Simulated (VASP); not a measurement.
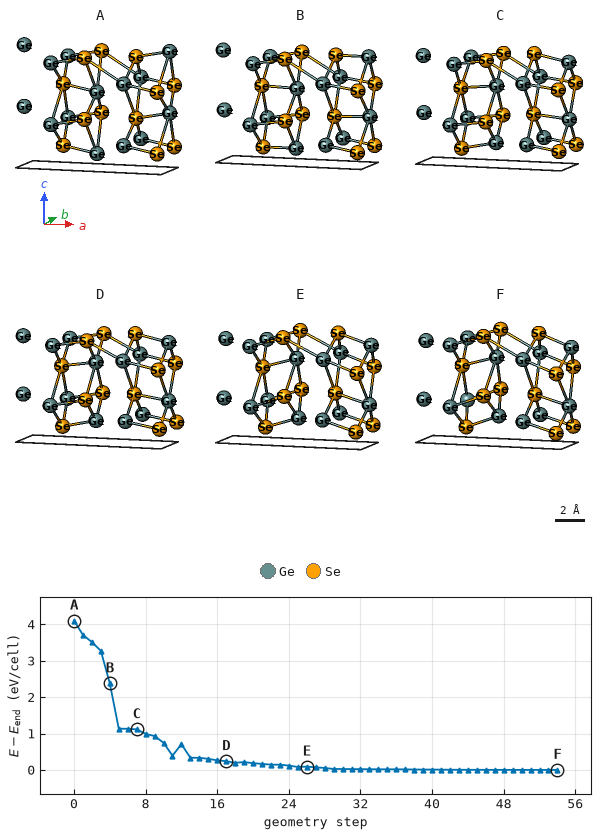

Frames of a relaxation of a slab of composition GeSe, marked on the history of the run. Style: ball-and-stick. Shown: the cell of the calculation, outlined in the plane, without the vacuum (origin shifted), slightly off an axis.

The run lets the atoms move in a fixed cell.

The calculation used VASP 6.6.1, Kohn-Sham DFT of a periodic cell, PBEsol, VASP PAW PBE potentials, recommended.

Input
```
SYSTEM = GeSe
ALGO = Normal ; DIPOL = 0.5 0.5 0.500
EDIFF = 1E-6 ; EDIFFG = -0.015
ENCUT = 520 ; GGA = PS
IBRION = 2 ; IDIPOL = 3
ISIF = 2 ; ISMEAR = 0
KPAR = 4 ; LASPH = .TRUE.
LCHARG = .FALSE. ; LDIPOL = .TRUE.
LREAL = .FALSE. ; LWAVE = .FALSE.
NELM = 80 ; NSW = 100
PREC = Accurate ; SIGMA = 0.05
```

Command:
```bash
cat potpaw_PBE.64/Ge_d/POTCAR potpaw_PBE.64/Se/POTCAR > POTCAR
mpirun -np 8 vasp_std > vasp.out
```

Q: What happens along the run?

A: After 54 geometry steps the energy has fallen by 4.103 eV per cell of the calculation. Largest force component: 1 eV/Å at the start, 0.011 eV/Å at the end. The largest moves relative to the layer's centre, 1.20 Å, are those of Ge atoms. Largest moves by element: Ge 1.20 Å, Se 0.27 Å. The cell stays as it was. Near-neighbour distances that change, for instance: Ge–Se 3.294 → 2.572 Å, Ge–Se 2.582 → 3.180 Å, Ge–Se 2.538 → 2.643 Å, Ge–Se 3.384 → 3.304 Å. Among the angles between lasting bonds that change: Ge–Se–Ge 103.6° → 85.2°, Ge–Se–Ge 103.6° → 88.6°, Se–Ge–Se 90.8° → 95.4°. From step 0 to 4: Ge atoms move most (0.39 Å), energy −1.726 eV per cell of the calculation. From step 4 to 7: Ge atoms move most (0.39 Å), energy −1.261 eV per cell of the calculation. From step 7 to 17: Ge atoms move most (0.19 Å), energy −0.876 eV per cell of the calculation. From step 17 to 26: Se atoms move most (0.35 Å), energy −0.149 eV per cell of the calculation. From step 26 to 54: Ge atoms move most (0.15 Å), energy −91.0 meV per cell of the calculation.

```csv
step,"E − E(0), meV/atom","largest force component, eV/Å"
0,0.00,1.0056
1,-24.58,0.8632
2,-36.90,0.8841
3,-51.93,1.0459
4,-107.89,1.3533
5,-185.55,0.9750
6,-185.79,1.0776
7,-186.71,1.0327
8,-194.46,0.8964
9,-198.35,0.8858
10,-209.71,0.7513
12,-212.20,1.0379
15,-237.39,0.3482
17,-241.45,0.1955
19,-242.97,0.4680
22,-247.35,0.1763
24,-248.97,0.1485
26,-250.77,0.5498
29,-254.78,0.1072
31,-255.02,0.0491
33,-255.24,0.0488
35,-255.36,0.0753
38,-255.72,0.0737
40,-255.84,0.1018
42,-256.15,0.0540
45,-256.23,0.0471
47,-256.34,0.0251
49,-256.37,0.0281
52,-256.44,0.0175
54,-256.46,0.0109
```
